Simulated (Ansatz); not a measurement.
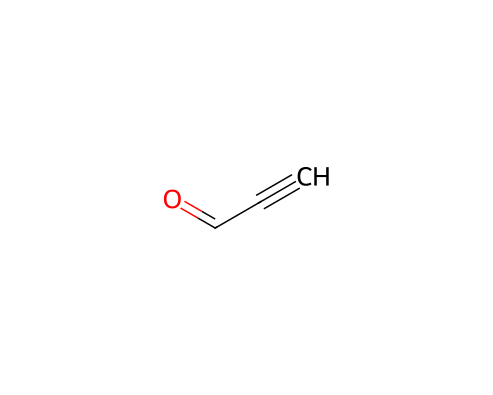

Skeletal drawing of a molecule.

Question: Write the SMILES.

Answer: C#CC=O

Question: Give the formula, hydrogens included.

Answer: C3H2O.

Question: An optimisation with PBE0-D4/def2-TZVP gave a structure of which point group?

Answer: Cs.

More results for the same structure follow; atom numbers are the same in all pictures, views and colours differ. Computed geometry: PBE0-D4/def2-TZVP optimisation.

## Electronic properties

Method: RKS HSE06 (plane-wave form)-D4/def2-TZVPP (Ansatz 0.2.0).

What does the calculation give?

- HOMO energy (Kohn–Sham orbital): −7.80 eV
- LUMO energy (Kohn–Sham orbital): −2.57 eV
- HOMO–LUMO gap: 5.24 eV

## Dipole moment

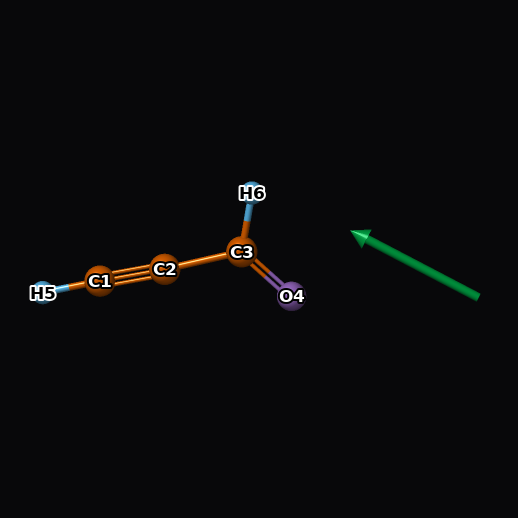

The arrow beside the molecule shows the direction of the dipole moment, from the negative to the positive end (its length means nothing). Properties computed with RKS r2SCAN-D4/def2-TZVPP (Ansatz 0.2.0).

Question: How large is the dipole moment?

Answer: 2.90 D; it points from the side of O4 to the side of H5 (the outermost atoms at the two ends).

## Thermal motion

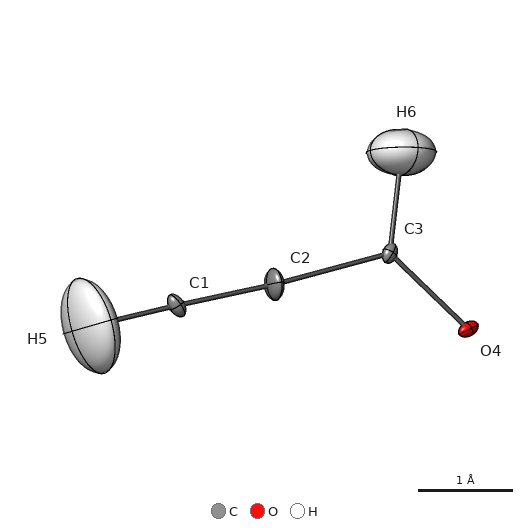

Displacement ellipsoids at the 50 % level, enlarged 2 times, from the internal vibrations of the free molecule (harmonic, no overall translation or rotation; no half-axis is drawn under 0.075 Å). Vibrations computed with RKS PBE0-D4/def2-TZVP (Ansatz 0.2.0). Temperature: 100 K.

Question: Which atom has the largest mean-square displacement?

Answer: H5, with U_eq = 0.0194 Å².

Question: Does H5 move more along its bond or across it?

Answer: Across it: the root-mean-square amplitude is 0.075 Å along the bond and up to 0.169 Å across, since bending and torsion are softer than stretching.

List U_eq and the three principal root-mean-square amplitudes for each kind of atom.

| atom | U_eq (Å²) | rms amplitudes (Å) |
| --- | --- | --- |
| C1 | 0.0012 | 0.028, 0.031, 0.044 |
| C2 | 0.0024 | 0.028, 0.056, 0.058 |
| C3 | 0.00090 | 0.025, 0.027, 0.037 |
| O4 | 0.00072 | 0.009, 0.020, 0.041 |
| H5 | 0.0194 | 0.075, 0.156, 0.169 |
| H6 | 0.0122 | 0.079, 0.119, 0.127 |
